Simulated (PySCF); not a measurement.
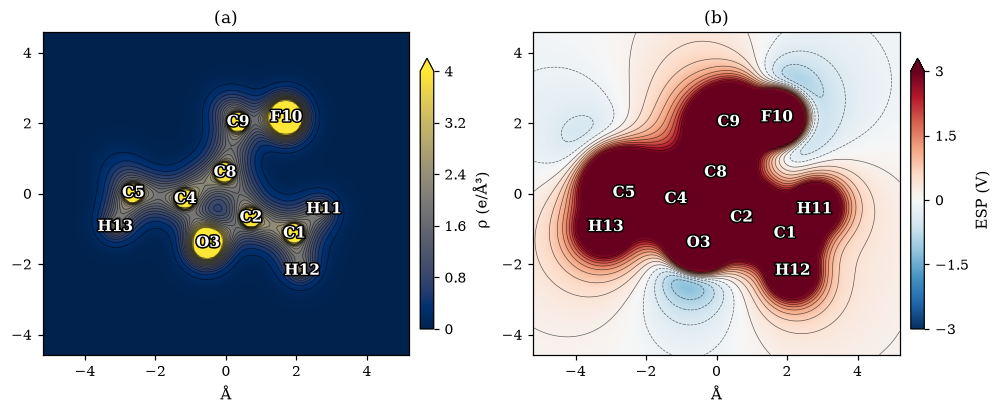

*C6H5F3O (SMILES C=C1OC(C(F)F)=C1CF). (a) electron density; (b) electrostatic potential on the plane of atoms C8, C9 and F10.*

Geometry: GFN2-xTB.

Computed with PBE0/pcSseg-1, SCF density, gas phase, non-relativistic in PySCF 2.14.0.

```xyz
15

C    -2.1647    1.4892    0.1326
C    -0.9810    0.9635   -0.0967
O     0.1024    1.4849   -0.8455
C     0.7927    0.3126   -0.5111
C     2.1785    0.0145   -0.9500
F     2.2257   -1.1407   -1.6648
F     2.9962   -0.1856    0.1172
C    -0.1988   -0.2449    0.2165
C    -0.4387   -1.4864    0.9882
F    -1.6978   -1.4715    1.5291
H    -2.8822    0.9557    0.7293
H    -2.4336    2.4499   -0.2686
H     2.5987    0.8238   -1.5648
H     0.2706   -1.5826    1.8205
H    -0.3724   -2.3744    0.3462
```

### Read the bonding off the picture.

- Atoms in the plane: C, O, F and H.
- C–C (1.32 Å): ρ is about 2.4 e/Å³ halfway.
- C–F (1.37 Å): ρ at the midpoint is about 2.1 e/Å³, with its minimum of 1.7 e/Å³ about 0.5 Å from C.
- C–O (1.40 Å): ρ at the midpoint is about 2.2 e/Å³, with its minimum of 1.9 e/Å³ about 0.5 Å from C.
- C–H (1.07 Å): ρ at the midpoint is about 2 e/Å³.
- C–C (1.47 Å): ρ at the midpoint is about 1.8 e/Å³.
- Outside the dense part of the molecule the potential is most negative (−1.2 V) near O3.
